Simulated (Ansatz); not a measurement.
# AsH3 (singlet): B3LYP, wB97M-V over a scan of the distance As1–H4, 6-31G

Aim: run AsH3 (singlet) with these functionals over a scan of the distance As1–H4, and hold them against the top wave-function level at the same points.

Computed with Ansatz 0.2.0, Gaussian basis. Level: 6-31G, all electrons in the functionals.

To be run: B3LYP, wB97M-V, at 1.236 Å; 1.351 Å; 1.522 Å; 1.691 Å; 1.881 Å; 2.095 Å; 2.408 Å; 2.755 Å; 3.331 Å; 4.210 Å; 5.220 Å.

20 further runs of the same task are left out: 15 that didn't finish, 5 set aside as unsound or not needed.

## 1. The system

The geometry derives from a PBE0/def2-TZVP stationary point (not a proven minimum). One bond is set to the value named and the two fragments are kept rigid. No spin-orbit coupling is included. The filled d shell of As may be among the frozen orbitals whatever the setting's name suggests; the logs give the count.

4 atoms, charge 0, spin multiplicity 1.

Atoms are counted from 1 here; the program's logs count them from 0.

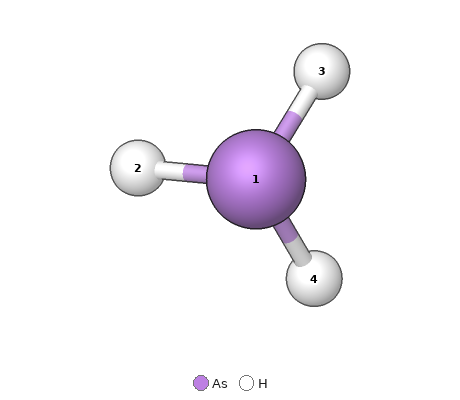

The structure; arsenic purple, hydrogen white; atoms are numbered from 1 in the order of the file.

No dispersion term is added; wB97M-V holds VV10 nonlocal correlation. B3LYP takes the VWN-RPA correlation.

The geometry shown and the zero of energy belong to the point 1.522 Å. The yardstick, FCI, and other wave-function levels (R restricted, U unrestricted, valence and pair active spaces) come from earlier runs.

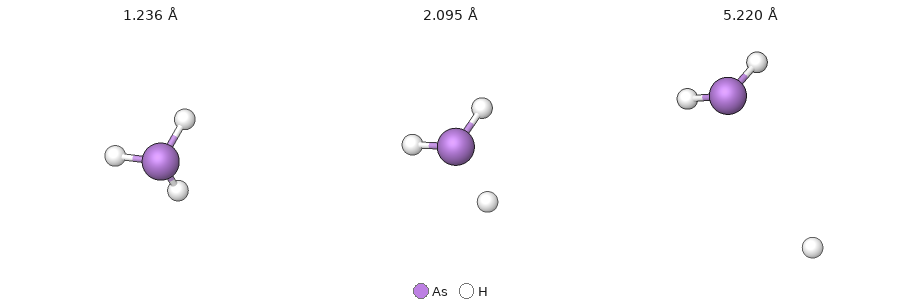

Three points of the scan; sticks are drawn by distance.

## 2. B3LYP, 1.236 Å

The input, in.yaml:

```yaml
crystal:
  periodic: [false, false, false]
  atoms:
    - {symbol: As, position_ang: [-0.001334, -0.002658, -0.030828]}
    - {symbol: H, position_ang: [1.257778, 0.011317, 0.823555]}
    - {symbol: H, position_ang: [-0.650373, 1.084144, 0.813649]}
    - {symbol: H, position_ang: [-0.508215, -0.897879, 0.654262]}
basis:
  gaussian: {orbitals: 6-31G}
hamiltonian: {xc: {name: B3LYP}}
```

Run with:

```
ansatz run in.yaml --threads 1 --pin off --events-out ev --progress --plain --max-ram 2393MiB
```

The program printed:

```text
Functional definition: B3LYP
  name "B3LYP"
  cite "Stephens, Devlin, Chabalowski & Frisch, J. Phys. Chem. 98, 11623 (1994) doi:10.1021/j100096a001"
  cite "Becke, Phys. Rev. A 38, 3098 (1988) doi:10.1103/PhysRevA.38.3098"
  cite "Lee, Yang & Parr, Phys. Rev. B 37, 785 (1988) doi:10.1103/PhysRevB.37.785"
  cite "Vosko, Wilk & Nusair, Can. J. Phys. 58, 1200 (1980) doi:10.1139/p80-159"
  parameter a0 = 0.2
  parameter ax = 0.72
  parameter ac = 0.81
  exchange = (1 - a0 - ax)*slater_x + ax*b88_x + a0*exact_x
  correlation = (1 - ac)*vwn_rpa_c + ac*lyp_c
346 factors; integrals over basis functions are off by at most 6.6e-4 eV
mean field evaluation 1: about -60879.5187 eV, gradient 8.2e0 eV
mean field evaluation 2: about -60879.6642 eV, gradient 3.9e0 eV
mean field evaluation 4: about -60879.7247 eV, gradient 2.2e-1 eV
mean field evaluation 8: about -60879.7285 eV, gradient 6.9e-4 eV
mean field -60879.72846623 eV, -2237.2887553720 hartree, gradient 3.1e-6 eV, S^2 0.000000; 0 other end points of the search recorded, 0 dependent functions left out
reference -60879.72863806 eV, -2237.2887616864 hartree; 18, 18 occupied and 17, 17 virtual orbitals, 346 factors
Total energy: -60879.72863806 eV, -2237.2887616864 hartree
```

Wall time 0.54 s (1 thread of Arm Neoverse V2, shared host).

## 3. B3LYP, 1.351 Å

The input, in.yaml:

```yaml
crystal:
  periodic: [false, false, false]
  atoms:
    - {symbol: As, position_ang: [-0.000725, -0.001581, -0.031652]}
    - {symbol: H, position_ang: [1.258388, 0.012394, 0.822731]}
    - {symbol: H, position_ang: [-0.649763, 1.085221, 0.812825]}
    - {symbol: H, position_ang: [-0.554766, -0.980095, 0.717180]}
basis:
  gaussian: {orbitals: 6-31G}
hamiltonian: {xc: {name: B3LYP}}
```

Same command.

The program printed, shortened:

```text
Functional definition: B3LYP
  name "B3LYP"
  cite "Stephens, Devlin, Chabalowski & Frisch, J. Phys. Chem. 98, 11623 (1994) doi:10.1021/j100096a001"
  cite "Becke, Phys. Rev. A 38, 3098 (1988) doi:10.1103/PhysRevA.38.3098"
  cite "Lee, Yang & Parr, Phys. Rev. B 37, 785 (1988) doi:10.1103/PhysRevB.37.785"
  cite "Vosko, Wilk & Nusair, Can. J. Phys. 58, 1200 (1980) doi:10.1139/p80-159"
[...]
346 factors; integrals over basis functions are off by at most 5.3e-4 eV
[...]
mean field -60880.57503176 eV, -2237.3198660814 hartree, gradient 3.5e-6 eV, S^2 0.000000; 0 other end points of the search recorded, 0 dependent functions left out
reference -60880.57520667 eV, -2237.3198725089 hartree; 18, 18 occupied and 17, 17 virtual orbitals, 346 factors
Total energy: -60880.57520667 eV, -2237.3198725089 hartree
```

It took 0.51 s on 1 thread of Arm Neoverse V2, shared host.

## 4. B3LYP, 1.522 Å

The input, in.yaml:

```yaml
crystal:
  periodic: [false, false, false]
  atoms:
    - {symbol: As, position_ang: [0.000180, 0.000018, -0.032875]}
    - {symbol: H, position_ang: [1.259297, 0.013995, 0.821503]}
    - {symbol: H, position_ang: [-0.648855, 1.086822, 0.811601]}
    - {symbol: H, position_ang: [-0.623856, -1.102121, 0.810570]}
basis:
  gaussian: {orbitals: 6-31G}
hamiltonian: {xc: {name: B3LYP}}
```

Launched as before.

The program printed, shortened:

```text
Functional definition: B3LYP
  name "B3LYP"
  cite "Stephens, Devlin, Chabalowski & Frisch, J. Phys. Chem. 98, 11623 (1994) doi:10.1021/j100096a001"
  cite "Becke, Phys. Rev. A 38, 3098 (1988) doi:10.1103/PhysRevA.38.3098"
  cite "Lee, Yang & Parr, Phys. Rev. B 37, 785 (1988) doi:10.1103/PhysRevB.37.785"
  cite "Vosko, Wilk & Nusair, Can. J. Phys. 58, 1200 (1980) doi:10.1139/p80-159"
[...]
346 factors; integrals over basis functions are off by at most 3.3e-4 eV
[...]
mean field -60880.96713477 eV, -2237.3342756013 hartree, gradient 3.4e-6 eV, S^2 0.000000; 0 other end points of the search recorded, 0 dependent functions left out
reference -60880.96731007 eV, -2237.3342820434 hartree; 18, 18 occupied and 17, 17 virtual orbitals, 346 factors
Total energy: -60880.96731007 eV, -2237.3342820434 hartree
```

Run time: 0.5 s. Hardware: 1 thread of Arm Neoverse V2, shared host.

## 5. B3LYP, 1.691 Å

The input, in.yaml:

```yaml
crystal:
  periodic: [false, false, false]
  atoms:
    - {symbol: As, position_ang: [0.001078, 0.001603, -0.034089]}
    - {symbol: H, position_ang: [1.260191, 0.015578, 0.820294]}
    - {symbol: H, position_ang: [-0.647960, 1.088405, 0.810388]}
    - {symbol: H, position_ang: [-0.692396, -1.223169, 0.903198]}
basis:
  gaussian: {orbitals: 6-31G}
hamiltonian: {xc: {name: B3LYP}}
```

Launched as before.

The program printed, shortened:

```text
Functional definition: B3LYP
  name "B3LYP"
  cite "Stephens, Devlin, Chabalowski & Frisch, J. Phys. Chem. 98, 11623 (1994) doi:10.1021/j100096a001"
  cite "Becke, Phys. Rev. A 38, 3098 (1988) doi:10.1103/PhysRevA.38.3098"
  cite "Lee, Yang & Parr, Phys. Rev. B 37, 785 (1988) doi:10.1103/PhysRevB.37.785"
  cite "Vosko, Wilk & Nusair, Can. J. Phys. 58, 1200 (1980) doi:10.1139/p80-159"
[...]
348 factors; integrals over basis functions are off by at most 2.7e-4 eV
[...]
mean field -60880.82612454 eV, -2237.3290935708 hartree, gradient 6.2e-5 eV, S^2 0.000000; 0 other end points of the search recorded, 0 dependent functions left out
reference -60880.82630073 eV, -2237.3291000458 hartree; 18, 18 occupied and 17, 17 virtual orbitals, 348 factors
Total energy: -60880.82630073 eV, -2237.3291000458 hartree
```

It took 0.51 s on 1 thread of Arm Neoverse V2, shared host.

From 1.522 Å: +3.3 kcal/mol.

## 6. B3LYP, 1.881 Å

The input, in.yaml:

```yaml
crystal:
  periodic: [false, false, false]
  atoms:
    - {symbol: As, position_ang: [0.002086, 0.003383, -0.035451]}
    - {symbol: H, position_ang: [1.261199, 0.017358, 0.818932]}
    - {symbol: H, position_ang: [-0.646952, 1.090185, 0.809026]}
    - {symbol: H, position_ang: [-0.769307, -1.359005, 1.007149]}
basis:
  gaussian: {orbitals: 6-31G}
hamiltonian: {xc: {name: B3LYP}}
```

The command is unchanged.

The program printed, shortened:

```text
Functional definition: B3LYP
  name "B3LYP"
  cite "Stephens, Devlin, Chabalowski & Frisch, J. Phys. Chem. 98, 11623 (1994) doi:10.1021/j100096a001"
  cite "Becke, Phys. Rev. A 38, 3098 (1988) doi:10.1103/PhysRevA.38.3098"
  cite "Lee, Yang & Parr, Phys. Rev. B 37, 785 (1988) doi:10.1103/PhysRevB.37.785"
  cite "Vosko, Wilk & Nusair, Can. J. Phys. 58, 1200 (1980) doi:10.1139/p80-159"
[...]
349 factors; integrals over basis functions are off by at most 2.9e-4 eV
[...]
mean field -60880.39229779 eV, -2237.3131507317 hartree, gradient 6.8e-5 eV, S^2 0.000000; 0 other end points of the search recorded, 0 dependent functions left out
reference -60880.39247779 eV, -2237.3131573467 hartree; 18, 18 occupied and 17, 17 virtual orbitals, 349 factors
Total energy: -60880.39247779 eV, -2237.3131573467 hartree
```

It took 0.51 s on 1 thread of Arm Neoverse V2, shared host.

From 1.522 Å: +13.3 kcal/mol.

## 7. B3LYP, 2.095 Å

The input, in.yaml:

```yaml
crystal:
  periodic: [false, false, false]
  atoms:
    - {symbol: As, position_ang: [0.003221, 0.005387, -0.036985]}
    - {symbol: H, position_ang: [1.262334, 0.019362, 0.817398]}
    - {symbol: H, position_ang: [-0.645817, 1.092189, 0.807492]}
    - {symbol: H, position_ang: [-0.855933, -1.511998, 1.124231]}
basis:
  gaussian: {orbitals: 6-31G}
magnetization: {spin_polarized: true, initial_magnetization: 0}
hamiltonian: {xc: {name: B3LYP}}
```

Launched as before.

The program printed, shortened:

```text
Functional definition: B3LYP
  name "B3LYP"
  cite "Stephens, Devlin, Chabalowski & Frisch, J. Phys. Chem. 98, 11623 (1994) doi:10.1021/j100096a001"
  cite "Becke, Phys. Rev. A 38, 3098 (1988) doi:10.1103/PhysRevA.38.3098"
  cite "Lee, Yang & Parr, Phys. Rev. B 37, 785 (1988) doi:10.1103/PhysRevB.37.785"
  cite "Vosko, Wilk & Nusair, Can. J. Phys. 58, 1200 (1980) doi:10.1139/p80-159"
[...]
351 factors; integrals over basis functions are off by at most 2.9e-4 eV
[...]
mean field -60879.78227057 eV, -2237.2907326449 hartree, gradient 7.4e-5 eV, S^2 0.000000; 0 other end points of the search recorded, 0 dependent functions left out
reference -60879.78245326 eV, -2237.2907393586 hartree; 18, 18 occupied and 17, 17 virtual orbitals, 351 factors
Total energy: -60879.78245326 eV, -2237.2907393586 hartree
```

Wall time 0.84 s (1 thread of Arm Neoverse V2, shared host).

From the report: ⟨S²⟩ of the determinant 0.000 (pure singlet: 0.00).

From 1.522 Å: +27.3 kcal/mol.

## 8. B3LYP, 2.408 Å

The input, in.yaml:

```yaml
crystal:
  periodic: [false, false, false]
  atoms:
    - {symbol: As, position_ang: [0.004881, 0.008319, -0.039228]}
    - {symbol: H, position_ang: [1.263993, 0.022294, 0.815155]}
    - {symbol: H, position_ang: [-0.644158, 1.095121, 0.805249]}
    - {symbol: H, position_ang: [-0.982633, -1.735769, 1.295477]}
basis:
  gaussian: {orbitals: 6-31G}
magnetization: {spin_polarized: true, initial_magnetization: 0}
hamiltonian: {xc: {name: B3LYP}}
```

The command is unchanged.

The program printed, shortened:

```text
Functional definition: B3LYP
  name "B3LYP"
  cite "Stephens, Devlin, Chabalowski & Frisch, J. Phys. Chem. 98, 11623 (1994) doi:10.1021/j100096a001"
  cite "Becke, Phys. Rev. A 38, 3098 (1988) doi:10.1103/PhysRevA.38.3098"
  cite "Lee, Yang & Parr, Phys. Rev. B 37, 785 (1988) doi:10.1103/PhysRevB.37.785"
  cite "Vosko, Wilk & Nusair, Can. J. Phys. 58, 1200 (1980) doi:10.1139/p80-159"
[...]
351 factors; integrals over basis functions are off by at most 3.2e-4 eV
[...]
mean field -60878.88856732 eV, -2237.2578896561 hartree, gradient 5.7e-6 eV, S^2 0.000805; 2 other end points of the search recorded, 0 dependent functions left out
reference -60878.88875281 eV, -2237.2578964728 hartree; 18, 18 occupied and 17, 17 virtual orbitals, 351 factors
Total energy: -60878.88875281 eV, -2237.2578964728 hartree
```

Run time: 4.1 s. Hardware: 1 thread of Arm Neoverse V2, shared host.

From the report: ⟨S²⟩ of the determinant 0.001 (pure singlet: 0.00).

From 1.522 Å: +47.9 kcal/mol.

## 9. B3LYP, 2.755 Å

The input, in.yaml:

```yaml
crystal:
  periodic: [false, false, false]
  atoms:
    - {symbol: As, position_ang: [0.006721, 0.011569, -0.041715]}
    - {symbol: H, position_ang: [1.265834, 0.025544, 0.812668]}
    - {symbol: H, position_ang: [-0.642317, 1.098371, 0.802762]}
    - {symbol: H, position_ang: [-1.123097, -1.983847, 1.485325]}
basis:
  gaussian: {orbitals: 6-31G}
magnetization: {spin_polarized: true, initial_magnetization: 0}
hamiltonian: {xc: {name: B3LYP}}
```

Same command.

The program printed, shortened:

```text
Functional definition: B3LYP
  name "B3LYP"
  cite "Stephens, Devlin, Chabalowski & Frisch, J. Phys. Chem. 98, 11623 (1994) doi:10.1021/j100096a001"
  cite "Becke, Phys. Rev. A 38, 3098 (1988) doi:10.1103/PhysRevA.38.3098"
  cite "Lee, Yang & Parr, Phys. Rev. B 37, 785 (1988) doi:10.1103/PhysRevB.37.785"
  cite "Vosko, Wilk & Nusair, Can. J. Phys. 58, 1200 (1980) doi:10.1139/p80-159"
[...]
350 factors; integrals over basis functions are off by at most 3.4e-4 eV
[...]
mean field -60878.23150198 eV, -2237.2337429503 hartree, gradient 1.8e-5 eV, S^2 0.536478; 3 other end points of the search recorded, 0 dependent functions left out
reference -60878.23169496 eV, -2237.2337500422 hartree; 18, 18 occupied and 17, 17 virtual orbitals, 350 factors
Total energy: -60878.23169496 eV, -2237.2337500422 hartree
```

Run time: 2.1 s. Hardware: 1 thread of Arm Neoverse V2, shared host.

From the report: ⟨S²⟩ of the determinant 0.536 (pure singlet: 0.00). The determinant is far from a pure spin state, so its energy mixes those of several spin states (harmless only where they are near-degenerate, as at dissociation).

From 1.522 Å: +63.1 kcal/mol.

## 10. B3LYP, 3.331 Å

The input, in.yaml:

```yaml
crystal:
  periodic: [false, false, false]
  atoms:
    - {symbol: As, position_ang: [0.009776, 0.016964, -0.045844]}
    - {symbol: H, position_ang: [1.268888, 0.030938, 0.808539]}
    - {symbol: H, position_ang: [-0.639263, 1.103765, 0.798633]}
    - {symbol: H, position_ang: [-1.356258, -2.395643, 1.800461]}
basis:
  gaussian: {orbitals: 6-31G}
magnetization: {spin_polarized: true, initial_magnetization: 0}
hamiltonian: {xc: {name: B3LYP}}
```

Launched as before.

The program printed, shortened:

```text
Functional definition: B3LYP
  name "B3LYP"
  cite "Stephens, Devlin, Chabalowski & Frisch, J. Phys. Chem. 98, 11623 (1994) doi:10.1021/j100096a001"
  cite "Becke, Phys. Rev. A 38, 3098 (1988) doi:10.1103/PhysRevA.38.3098"
  cite "Lee, Yang & Parr, Phys. Rev. B 37, 785 (1988) doi:10.1103/PhysRevB.37.785"
  cite "Vosko, Wilk & Nusair, Can. J. Phys. 58, 1200 (1980) doi:10.1139/p80-159"
[...]
350 factors; integrals over basis functions are off by at most 3.8e-4 eV
[...]
mean field -60877.84842892 eV, -2237.2196652751 hartree, gradient 1.9e-5 eV, S^2 0.899418; 3 other end points of the search recorded, 0 dependent functions left out
reference -60877.84863168 eV, -2237.2196727264 hartree; 18, 18 occupied and 17, 17 virtual orbitals, 350 factors
Total energy: -60877.84863168 eV, -2237.2196727264 hartree
```

Wall time 2 s (1 thread of Arm Neoverse V2, shared host).

From the report: ⟨S²⟩ of the determinant 0.899 (pure singlet: 0.00). The determinant is far from a pure spin state, so its energy mixes those of several spin states (harmless only where they are near-degenerate, as at dissociation).

From 1.522 Å: +71.9 kcal/mol.

## 11. B3LYP, 4.210 Å

The input, in.yaml:

```yaml
crystal:
  periodic: [false, false, false]
  atoms:
    - {symbol: As, position_ang: [0.014437, 0.025196, -0.052144]}
    - {symbol: H, position_ang: [1.273550, 0.039171, 0.802239]}
    - {symbol: H, position_ang: [-0.634601, 1.111998, 0.792333]}
    - {symbol: H, position_ang: [-1.712072, -3.024060, 2.281373]}
basis:
  gaussian: {orbitals: 6-31G}
magnetization: {spin_polarized: true, initial_magnetization: 0}
hamiltonian: {xc: {name: B3LYP}}
```

Same command.

The program printed, shortened:

```text
Functional definition: B3LYP
  name "B3LYP"
  cite "Stephens, Devlin, Chabalowski & Frisch, J. Phys. Chem. 98, 11623 (1994) doi:10.1021/j100096a001"
  cite "Becke, Phys. Rev. A 38, 3098 (1988) doi:10.1103/PhysRevA.38.3098"
  cite "Lee, Yang & Parr, Phys. Rev. B 37, 785 (1988) doi:10.1103/PhysRevB.37.785"
  cite "Vosko, Wilk & Nusair, Can. J. Phys. 58, 1200 (1980) doi:10.1139/p80-159"
[...]
348 factors; integrals over basis functions are off by at most 4.0e-4 eV
[...]
mean field -60877.73888976 eV, -2237.2156397853 hartree, gradient 2.1e-5 eV, S^2 0.993076; 3 other end points of the search recorded, 0 dependent functions left out
reference -60877.73911332 eV, -2237.2156480009 hartree; 18, 18 occupied and 17, 17 virtual orbitals, 348 factors
Total energy: -60877.73911332 eV, -2237.2156480009 hartree
```

It took 1.9 s on 1 thread of Arm Neoverse V2, shared host.

From the report: ⟨S²⟩ of the determinant 0.993 (pure singlet: 0.00). The determinant is far from a pure spin state, so its energy mixes those of several spin states (harmless only where they are near-degenerate, as at dissociation).

From 1.522 Å: +74.4 kcal/mol.

## 12. B3LYP, 5.220 Å

The input, in.yaml:

```yaml
crystal:
  periodic: [false, false, false]
  atoms:
    - {symbol: As, position_ang: [0.019793, 0.034656, -0.059383]}
    - {symbol: H, position_ang: [1.278906, 0.048631, 0.795000]}
    - {symbol: H, position_ang: [-0.629245, 1.121458, 0.785094]}
    - {symbol: H, position_ang: [-2.120914, -3.746132, 2.833956]}
basis:
  gaussian: {orbitals: 6-31G}
magnetization: {spin_polarized: true, initial_magnetization: 0}
hamiltonian: {xc: {name: B3LYP}}
```

Launched as before.

The program printed, shortened:

```text
Functional definition: B3LYP
  name "B3LYP"
  cite "Stephens, Devlin, Chabalowski & Frisch, J. Phys. Chem. 98, 11623 (1994) doi:10.1021/j100096a001"
  cite "Becke, Phys. Rev. A 38, 3098 (1988) doi:10.1103/PhysRevA.38.3098"
  cite "Lee, Yang & Parr, Phys. Rev. B 37, 785 (1988) doi:10.1103/PhysRevB.37.785"
  cite "Vosko, Wilk & Nusair, Can. J. Phys. 58, 1200 (1980) doi:10.1139/p80-159"
[...]
347 factors; integrals over basis functions are off by at most 4.3e-4 eV
[...]
mean field -60877.72160066 eV, -2237.2150044225 hartree, gradient 2.8e-5 eV, S^2 1.001143; 3 other end points of the search recorded, 0 dependent functions left out
reference -60877.72185416 eV, -2237.2150137386 hartree; 18, 18 occupied and 17, 17 virtual orbitals, 347 factors
Total energy: -60877.72185416 eV, -2237.2150137386 hartree
```

Wall time 2.1 s (1 thread of Arm Neoverse V2, shared host).

From the report: ⟨S²⟩ of the determinant 1.001 (pure singlet: 0.00). The determinant is far from a pure spin state, so its energy mixes those of several spin states (harmless only where they are near-degenerate, as at dissociation).

From 1.522 Å: +74.8 kcal/mol.

## 13. wB97M-V, 1.236 Å

The input, in.yaml:

```yaml
crystal:
  periodic: [false, false, false]
  atoms:
    - {symbol: As, position_ang: [-0.001334, -0.002658, -0.030828]}
    - {symbol: H, position_ang: [1.257778, 0.011317, 0.823555]}
    - {symbol: H, position_ang: [-0.650373, 1.084144, 0.813649]}
    - {symbol: H, position_ang: [-0.508215, -0.897879, 0.654262]}
basis:
  gaussian: {orbitals: 6-31G}
hamiltonian: {xc: {name: wB97M-V}}
output: {forces: true, orbitals: {seedname: orbitals}}
```

Same command.

The program printed, shortened:

```text
Functional definition: wB97M-V
  name "wB97M-V"
  cite "Mardirossian & Head-Gordon, J. Chem. Phys. 144, 214110 (2016) doi:10.1063/1.4952647"
  cite "Becke, J. Chem. Phys. 107, 8554 (1997) doi:10.1063/1.475007"
  cite "Vydrov & Van Voorhis, J. Chem. Phys. 133, 244103 (2010) doi:10.1063/1.3521275"
  # Of w^i u^j: cxij and so on, Table III.
[...]
  gx(w, u) = 1 - cx + cx01*u + cx10*w
  gss(w, u) = css00 + css04*u^4 + css10*w + css20*w^2 + css43*w^4*u^3
  gos(w, u) = cos00 + cos10*w + (cos20 + cos21*u)*w^2 + (cos60 + cos61*u)*w^6
[...]
      + integral(e_c_pw_mod_opposite_spin*gos(b97_w_opposite, b97_u_opposite)) + vv10(b, c)
346 factors; integrals over basis functions are off by at most 6.6e-4 eV
97 factors; integrals over basis functions are off by at most 1.2e-5 eV
[...]
mean field -60874.61372996 eV, -2237.1007922810 hartree, gradient 3.0e-5 eV, S^2 0.000000; 0 other end points of the search recorded, 0 dependent functions left out
[...]
reference -60874.61375985 eV, -2237.1007933792 hartree; 18, 18 occupied and 17, 17 virtual orbitals, 346 factors
Total energy: -60874.61375985 eV, -2237.1007933792 hartree
Atom 0 at    -0.001334    -0.002658    -0.030828 Å, force     4.138416     7.312326    -5.235170 eV/Å
Atom 1 at     1.257778     0.011317     0.823555 Å, force     0.180073     0.065061    -0.096800 eV/Å
Atom 2 at    -0.650373     1.084144     0.813649 Å, force    -0.037217     0.187229    -0.097928 eV/Å
Atom 3 at    -0.508215    -0.897879     0.654262 Å, force    -4.281273    -7.564616     5.429897 eV/Å
Dipole moment:    -0.053460    -0.092773     0.250374 e Å
```

Wall time 2.4 s (1 thread of Arm Neoverse V2, shared host).

## 14. wB97M-V, 1.351 Å

The input, in.yaml:

```yaml
crystal:
  periodic: [false, false, false]
  atoms:
    - {symbol: As, position_ang: [-0.000725, -0.001581, -0.031652]}
    - {symbol: H, position_ang: [1.258388, 0.012394, 0.822731]}
    - {symbol: H, position_ang: [-0.649763, 1.085221, 0.812825]}
    - {symbol: H, position_ang: [-0.554766, -0.980095, 0.717180]}
basis:
  gaussian: {orbitals: 6-31G}
hamiltonian: {xc: {name: wB97M-V}}
output: {forces: true, orbitals: {seedname: orbitals}}
```

Launched as before.

The program printed, shortened:

```text
Functional definition: wB97M-V
  name "wB97M-V"
  cite "Mardirossian & Head-Gordon, J. Chem. Phys. 144, 214110 (2016) doi:10.1063/1.4952647"
  cite "Becke, J. Chem. Phys. 107, 8554 (1997) doi:10.1063/1.475007"
  cite "Vydrov & Van Voorhis, J. Chem. Phys. 133, 244103 (2010) doi:10.1063/1.3521275"
  # Of w^i u^j: cxij and so on, Table III.
[...]
  gx(w, u) = 1 - cx + cx01*u + cx10*w
  gss(w, u) = css00 + css04*u^4 + css10*w + css20*w^2 + css43*w^4*u^3
  gos(w, u) = cos00 + cos10*w + (cos20 + cos21*u)*w^2 + (cos60 + cos61*u)*w^6
[...]
      + integral(e_c_pw_mod_opposite_spin*gos(b97_w_opposite, b97_u_opposite)) + vv10(b, c)
346 factors; integrals over basis functions are off by at most 5.3e-4 eV
97 factors; integrals over basis functions are off by at most 1.2e-5 eV
[...]
mean field -60875.44318512 eV, -2237.1312741956 hartree, gradient 2.4e-5 eV, S^2 0.000000; 0 other end points of the search recorded, 0 dependent functions left out
[...]
reference -60875.44321481 eV, -2237.1312752868 hartree; 18, 18 occupied and 17, 17 virtual orbitals, 346 factors
Total energy: -60875.44321481 eV, -2237.1312752868 hartree
Atom 0 at    -0.000725    -0.001581    -0.031652 Å, force     1.846372     3.262801    -2.295160 eV/Å
Atom 1 at     1.258388     0.012394     0.822731 Å, force     0.166408     0.035857    -0.057532 eV/Å
Atom 2 at    -0.649763     1.085221     0.812825 Å, force    -0.055377     0.160552    -0.058683 eV/Å
Atom 3 at    -0.554766    -0.980095     0.717180 Å, force    -1.957403    -3.459210     2.411374 eV/Å
Dipole moment:    -0.033483    -0.057477     0.224818 e Å
```

Wall time 2.4 s (1 thread of Arm Neoverse V2, shared host).

[end of part 1 of 2]
